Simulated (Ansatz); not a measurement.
Start from WSe2 in the 2H-MoS2 type structure (space group P6_3/mmc, No. 194; a = 3.279 Å, c = 12.786 Å; layered, stacked along the Cartesian z axis). Axes: x lies along a and z along c of the hexagonal cell.

It is then changed as follows: compressive biaxial strain of 1.55 % in the plane normal to [001], as in epitaxy on a mismatched substrate; the out-of-plane cell vector and the atoms relax.

All numbers come from Ansatz (a first-principles code), PBE-D3(BJ), PAW, cutoff 420 eV, no spin-orbit coupling, earlier PAW set.

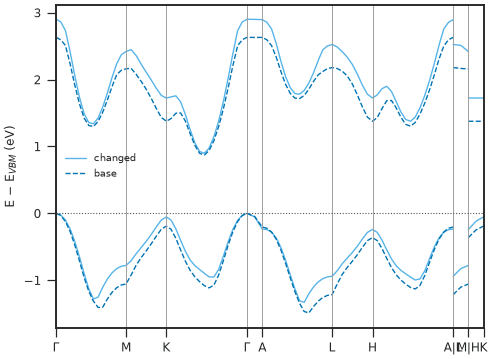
Figure: Highest valence and lowest conduction band along the path, each from its own valence-band maximum

**Question.** From the figure, how large is the changed gap, and is it direct?

**Answer.** About 0.9 eV, indirect, Γ → K–Γ (47 % along).

Spin-orbit coupling, missing from the scalar runs, can matter with W. No phonon test of stability was made.
